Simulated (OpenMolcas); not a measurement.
**GeSiH3ClO (SMILES [SiH3][O][Ge][Cl]), step by step**

Wanted: a single-point energy (HF/ANO-R0), then the energy (CASSCF(2,2)/ANO-R1), then an energy scan (CASPT2(2,2)/ANO-R1), then an energy scan (SC-NEVPT2(2,2)/ANO-R1), then an energy scan (MC-PDFT[tPBE](2,2)/ANO-R1) of GeSiH3ClO. 

The calculation is run with OpenMolcas 26.06.

## (1) The structure to begin with

GeSiH3ClO: 7 atoms, total charge 0, spin state singlet. As SMILES, `[SiH3][O][Ge][Cl]`. The shape is that of a PBE0-D4/def2-TZVP optimisation. This is one conformer, not always the lowest.

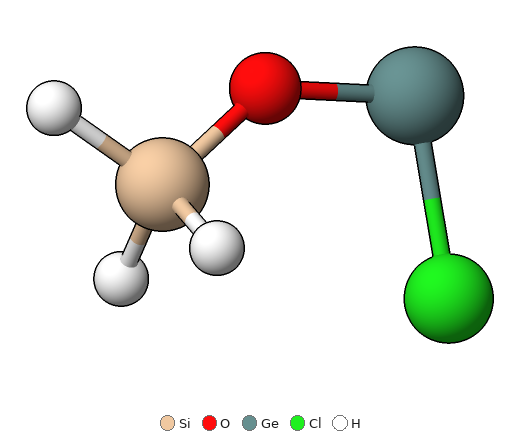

Viewed from a chosen angle; silicon light orange, oxygen red, germanium teal, chlorine green, hydrogen white.

## (2) The energy at HF/ANO-R0 (sfX2C) (run 1)

File coord.xyz:

```xyz
7

Si     0.184400     0.664200    -0.614200
O      0.434500    -0.959500    -0.413800
Ge     0.076600    -2.215900     0.776900
Cl    -0.991800    -0.995100     2.277600
H      0.795900     1.045400    -1.911300
H     -1.268900     0.965100    -0.643300
H      0.830700     1.427800     0.482400
```

File step1.input:

```
&GATEWAY
  COORD=coord.xyz
  BASIS=ANO-R0
  GROUP=NoSym

&SEWARD

&SCF
  PRORBITALS=0

&LOCALISATION
  OCCUPIED
  FREEZE
  PIPEK-MEZEY

&LOCALISATION
  FILEORB=$Project.LocOrb
  VIRTUAL
  PIPEK-MEZEY
```

Command:

```
export MOLCAS_MEM=1860
pymolcas step1.input > step1.log
```

Output:

```text
--- Start Module: gateway ---
[...]
--- Stop Module: gateway /rc=_RC_ALL_IS_WELL_ ---
[...]
      Basis functions           44
[...]
       Convergence after  11 Iterations
[...]
::    Total SCF energy                              -2923.8124974120
[...]
      Total spin, S                                     0.0000000000
[...]
      Total electronic charge=   74.000000
      Total            charge=   -0.000000
[...]
      Dipole Moment (debye):
      Origin of the operator (angstrom)=   -0.1062   -1.2310    0.7132
                   X=  9.0799E-01               Y= -2.4126E+00               Z= -7.0703E-01           Total=  2.6730E+00
      Quadrupole Moment (debye*angstrom):
[...]
--- Start Module: localisation ---
[...]
--- Stop Module: localisation /rc=_RC_ALL_IS_WELL_ ---
--- Start Module: localisation ---
[...]
--- Stop Module: localisation /rc=_RC_ALL_IS_WELL_ ---
[...]
```

Run time: 8.1 s. Hardware: 1 thread of Intel Xeon Platinum 8259CL at 2.50GHz (Skylake/Cascade Lake), shared host; peak memory 0.41 GiB.

## (3) A single-point energy at CASSCF(2,2)/ANO-R1 (sfX2C, RICD fitting) (run 2)

coord.xyz is that of step 2.

File step2.input:

```
&GATEWAY
COORD=coord.xyz
BASIS=ANO-R0
GROUP=NoSym
&SEWARD
&RASSCF
FILEORB=$CurrDir/step1.LocOrb
ALTER=1
1 38 40
SPIN=1
NACTEL=2 0 0
INACTIVE=36
RAS2=2
ORBLISTING=Nothing
>>> COPY $Project.RunFile RUNFIL1
>>> COPY $Project.RasOrb INPORB
&GATEWAY
COORD=coord.xyz
BASIS=ANO-R1
GROUP=NoSym
RICD
&SEWARD
>>> COPY $Project.RunFile RUNFIL2
&EXPBAS
&RASSCF
FILEORB=$Project.ExpOrb
SPIN=1
NACTEL=2 0 0
INACTIVE=36
RAS2=2
ORBLISTING=Nothing
```

Command:

```
export MOLCAS_MEM=1860
pymolcas step2.input > step2.log
```

Output:

```text
--- Start Module: gateway ---
[...]
--- Stop Module: gateway /rc=_RC_ALL_IS_WELL_ ---
[...]
      Basis functions           44
[...]
      Number of active orbitals                  2
[...]
      Spin quantum number                      0.0
[...]
      Active orbitals                            2
[...]
      Number of CSFs                             3
[...]
      Number of root(s) required                 1
[...]
      Convergence after 13 iterations
[...]
      printout of CI-coefficients larger than  0.05 for root  1
      energy=   -2923.822922
      conf/sym  11     Coeff  Weight
             1  20   0.99265 0.98536
             3  02  -0.12099 0.01464
      Natural orbitals and occupation numbers for root  1
      sym 1:   1.970723   0.029277
      ************************************************************************************************************************
      *                                                    Final results                                                     *
[...]
::    RASSCF root number  1 Total energy:  -2923.82292193
[...]
      Basis functions          104
[...]
--- Start Module: expbas ---
[...]
--- Stop Module: expbas /rc=_RC_ALL_IS_WELL_ ---
--- Start Module: rasscf ---
[...]
      Convergence after 25 iterations
[...]
      Natural orbitals and occupation numbers for root  1
      sym 1:   1.987639   0.012361
      ************************************************************************************************************************
      *                                                    Final results                                                     *
[...]
::    RASSCF root number  1 Total energy:  -2924.43396783
[...]
      Total electronic charge=   74.000000
      Total            charge=   -0.000000
[...]
      Dipole Moment (debye):
      Origin of the operator (angstrom)=   -0.1062   -1.2310    0.7132
                   X=  6.0126E-01               Y= -1.1678E+00               Z= -6.4475E-01           Total=  1.4632E+00
      Quadrupole Moment (debye*angstrom):
[...]
--- Stop Module: rasscf /rc=_RC_ALL_IS_WELL_ ---
[...]
```

Run time: 38 s. Hardware: 1 thread of Intel Xeon Platinum 8259CL at 2.50GHz (Skylake/Cascade Lake), shared host; peak memory 0.41 GiB.

## (4) An energy scan at CASPT2(2,2)/ANO-R1 (sfX2C, RICD fitting, ipea shift 0.25 Eh, pt2 variant SS) (run 3)

File step3.input:

```
* ClGeH3OSi CASPT2
>>> COPY $CurrDir/step2.RasOrb $Project.RasOrb
>>> ForEach K in (1, 2, 3, 4, 5, 6, 7, 8, 9)
&gateway
coord = $CurrDir/point$K.xyz
basis = ANO-R1
group = NoSym
ricd
&seward
&rasscf
fileorb = $Project.RasOrb
spin = 1
nactel = 2 0 0
inactive = 36
ras2 = 2
orblisting = Nothing
&caspt2
imaginary = 0.2
frozen = 20
>>> EndDo
```

Command:

```
export MOLCAS_MEM=1860
pymolcas step3.input > step3.log
```

Output:

```text
[...]
      Basis functions          104
[...]
      Number of active orbitals                  2
[...]
      Spin quantum number                      0.0
[...]
      Active orbitals                            2
[...]
      Number of CSFs                             3
[...]
      Number of root(s) required                 1
[...]
      Convergence after 13 iterations
[...]
      Natural orbitals and occupation numbers for root  1
      sym 1:   1.992406   0.007594
      ************************************************************************************************************************
      *                                                    Final results                                                     *
[...]
::    RASSCF root number  1 Total energy:  -2924.41452786
[...]
::    CASPT2 Root  1     Total energy:  -2925.29275846
[...]
      Convergence after 14 iterations
[...]
      Natural orbitals and occupation numbers for root  1
      sym 1:   1.987638   0.012362
      ************************************************************************************************************************
      *                                                    Final results                                                     *
[...]
      Convergence after 22 iterations
[...]
      Natural orbitals and occupation numbers for root  1
      sym 1:   1.789650   0.210350
      ************************************************************************************************************************
      *                                                    Final results                                                     *
[...]
      Convergence after 22 iterations
[...]
      Natural orbitals and occupation numbers for root  1
      sym 1:   1.391671   0.608329
      ************************************************************************************************************************
      *                                                    Final results                                                     *
[...]
      Convergence after 12 iterations
[...]
      Natural orbitals and occupation numbers for root  1
      sym 1:   1.115044   0.884956
      ************************************************************************************************************************
      *                                                    Final results                                                     *
[...]
::    RASSCF root number  1 Total energy:  -2924.30731698
[...]
::    CASPT2 Root  1     Total energy:  -2925.16157260
[...]
      Convergence after  8 iterations
[...]
::    RASSCF root number  1 Total energy:  -2924.30678002
[...]
::    CASPT2 Root  1     Total energy:  -2925.16046122
[...]
```

Run time: 4.2 min. Hardware: 1 thread of Intel Xeon Platinum 8259CL at 2.50GHz (Skylake/Cascade Lake), shared host; peak memory 0.16 GiB.

The scan, from its lowest point:

```
Cl4–Ge3 (Å)  energy (kJ/mol)
      1.989             41.4
      2.210              0.0
      2.431             25.4
      2.762            101.9
      3.204            204.4
      3.757            302.3
      4.420            367.0
      5.304            385.8
      6.630            388.7
```

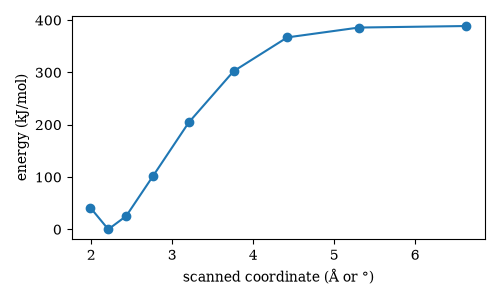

Energy along the scan.

## (5) An energy scan at SC-NEVPT2(2,2)/ANO-R1 (sfX2C, RICD fitting, pt2 variant SC-NEVPT2) (run 4)

File step4.input:

```
>>> COPY $CurrDir/step2.RasOrb $Project.RasOrb
>>> ForEach K in (1, 2, 3, 4, 5, 6, 7, 8, 9)

&GATEWAY
  Coord
  $CurrDir/point$K.xyz
  Basis
  ANO-R1
  Group
  NoSym
  RICD

&SEWARD

&RASSCF
  FileOrb
  $Project.RasOrb
  Spin
  1
  Nactel
  2 0 0
  Inactive
  36
  Ras2
  2
  OrbListing
  Nothing

&CASPT2
  SC-NEVPT2
  Frozen
  20
>>> EndDo
```

Command:

```
export MOLCAS_MEM=1860
pymolcas step4.input > step4.log
```

Output:

```text
[...]
      Basis functions          104
[...]
      Number of active orbitals                  2
[...]
      Spin quantum number                      0.0
[...]
      Active orbitals                            2
[...]
      Number of CSFs                             3
[...]
      Number of root(s) required                 1
[...]
      Convergence after 13 iterations
[...]
      printout of CI-coefficients larger than  0.05 for root  1
      energy=   -2924.414528
      conf/sym  11     Coeff  Weight
             1  20   0.99810 0.99620
             3  02  -0.06162 0.00380
      Natural orbitals and occupation numbers for root  1
      sym 1:   1.992406   0.007594
      ************************************************************************************************************************
      *                                                    Final results                                                     *
[...]
::    RASSCF root number  1 Total energy:  -2924.41452786
[...]
      E2 (Variational):          -0.8706911608
[...]
::    SC-NEVPT2 Root  1     Total energy:  -2925.28510402
[...]
      Convergence after 14 iterations
[...]
      Natural orbitals and occupation numbers for root  1
      sym 1:   1.987638   0.012362
      ************************************************************************************************************************
      *                                                    Final results                                                     *
[...]
      Convergence after 22 iterations
[...]
      Natural orbitals and occupation numbers for root  1
      sym 1:   1.789650   0.210350
      ************************************************************************************************************************
      *                                                    Final results                                                     *
[...]
      Convergence after 22 iterations
[...]
      Natural orbitals and occupation numbers for root  1
      sym 1:   1.391671   0.608329
      ************************************************************************************************************************
      *                                                    Final results                                                     *
[...]
      Convergence after 12 iterations
[...]
::    RASSCF root number  1 Total energy:  -2924.30731698
[...]
::    SC-NEVPT2 Root  1     Total energy:  -2925.16036296
[...]
      Convergence after  8 iterations
[...]
::    RASSCF root number  1 Total energy:  -2924.30678002
[...]
      E2 (Variational):          -0.8525365936
[...]
      Reference weight:           0.82263
[...]
::    SC-NEVPT2 Root  1     Total energy:  -2925.15931662
[...]
```

Wall time 4.1 min (1 thread of Intel Xeon Platinum 8259CL at 2.50GHz (Skylake/Cascade Lake), shared host); peak memory 0.16 GiB.

The scan, from its lowest point:

```
Cl4–Ge3 (Å)  energy (kJ/mol)
      1.989             46.0
      2.210              0.0
      2.431             15.7
      2.762             83.2
      3.204            186.6
      3.757            287.1
      4.420            355.2
      5.304            373.6
      6.630            376.3
```

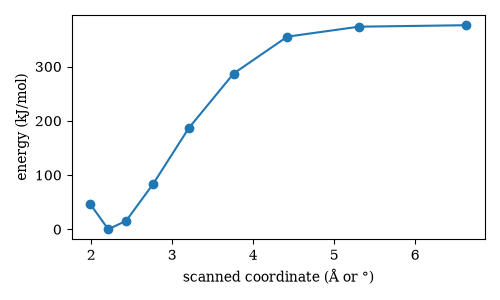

Energy along the scan.

## (6) The energy along one coordinate at MC-PDFT[tPBE](2,2)/ANO-R1 (sfX2C, RICD fitting) (run 5)

File step5.input:

```
>>> EXPORT MOLCAS_PRINT=2
>>> COPY $CurrDir/step2.RasOrb $Project.RasOrb
>>> ForEach K in (1, 2, 3, 4, 5, 6, 7, 8, 9)

&GATEWAY
  Coord = $CurrDir/point$K.xyz
  Basis = ANO-R1
  Group = NoSym
  RICD

&SEWARD

&RASSCF
  FileOrb = $Project.RasOrb
  Spin = 1
  Nactel = 2 0 0
  Inactive = 36
  Ras2 = 2
  OrbListing = Nothing

&MCPDFT
  KSDFT = T:PBE
>>> EndDo
```

Command:

```
export MOLCAS_MEM=1860
pymolcas step5.input > step5.log
```

Output:

```text
--- Start Module: gateway ---
[...]
      Basis functions          104
[...]
      Number of active orbitals                  2
[...]
      Spin quantum number                      0.0
[...]
      Active orbitals                            2
[...]
      Number of CSFs                             3
[...]
      Number of root(s) required                 1
[...]
      Convergence after 13 iterations
[...]
      printout of CI-coefficients larger than  0.05 for root  1
      energy=   -2924.414528
      conf/sym  11     Coeff  Weight
             1  20   0.99810 0.99620
             3  02  -0.06162 0.00380
      Natural orbitals and occupation numbers for root  1
      sym 1:   1.992406   0.007594
      ************************************************************************************************************************
      *                                                    Final results                                                     *
[...]
::    RASSCF root number  1 Total energy:  -2924.41452786
[...]
::    MCPDFT root number  1 Total energy:  -2927.03944479
[...]
      Convergence after 14 iterations
[...]
      Natural orbitals and occupation numbers for root  1
      sym 1:   1.987638   0.012362
      ************************************************************************************************************************
      *                                                    Final results                                                     *
[...]
      Convergence after 22 iterations
[...]
      Natural orbitals and occupation numbers for root  1
      sym 1:   1.789650   0.210350
      ************************************************************************************************************************
      *                                                    Final results                                                     *
[...]
      Convergence after 22 iterations
[...]
      Natural orbitals and occupation numbers for root  1
      sym 1:   1.391671   0.608329
      ************************************************************************************************************************
      *                                                    Final results                                                     *
[...]
      Convergence after 12 iterations
[...]
::    RASSCF root number  1 Total energy:  -2924.30731698
[...]
::    MCPDFT root number  1 Total energy:  -2926.89872668
[...]
      Convergence after  8 iterations
[...]
::    RASSCF root number  1 Total energy:  -2924.30678002
[...]
      Total electronic charge=   74.000000
      Total            charge=   -0.000000
[...]
::    MCPDFT root number  1 Total energy:  -2926.89708362
[...]
```

Run time: 3.9 min. Hardware: 1 thread of Intel Xeon Platinum 8259CL at 2.50GHz (Skylake/Cascade Lake), shared host; peak memory 0.16 GiB.

The scan, from its lowest point:

```csv
Cl4–Ge3 (Å),energy (kJ/mol)
1.989,48.4
2.210,0.0
2.431,18.3
2.762,85.3
3.204,178.2
3.757,272.3
4.420,382.3
5.304,417.8
6.630,422.1
```

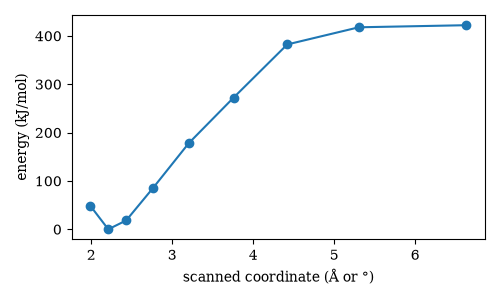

Energy along the scan.

## (7) Outcome

```
                                                   quantity           value
                             run 1, HF/ANO-R0: total energy  -2923.81250 Eh
                            run 1, HF/ANO-R0: dipole moment          2.67 D
                              run 1, HF/ANO-R0: HOMO energy       -10.05 eV
                              run 1, HF/ANO-R0: LUMO energy         0.50 eV
                            run 1, HF/ANO-R0: HOMO–LUMO gap        10.55 eV
                    run 2, CASSCF(2,2)/ANO-R1: total energy  -2924.43397 Eh
  run 2, CASSCF(2,2)/ANO-R1: dipole moment (CASSCF density)          1.46 D
       run 3, CASPT2(2,2)/ANO-R1: lowest energy of the scan  -2925.30853 Eh
    run 4, SC-NEVPT2(2,2)/ANO-R1: lowest energy of the scan  -2925.30264 Eh
run 5, MC-PDFT[tPBE](2,2)/ANO-R1: lowest energy of the scan  -2927.05786 Eh
```

**Reading.** Mulliken charges (run 2, CASSCF(2,2)/ANO-R1) run from -0.66 on O2 to +0.71 on Ge3; they depend strongly on the basis.
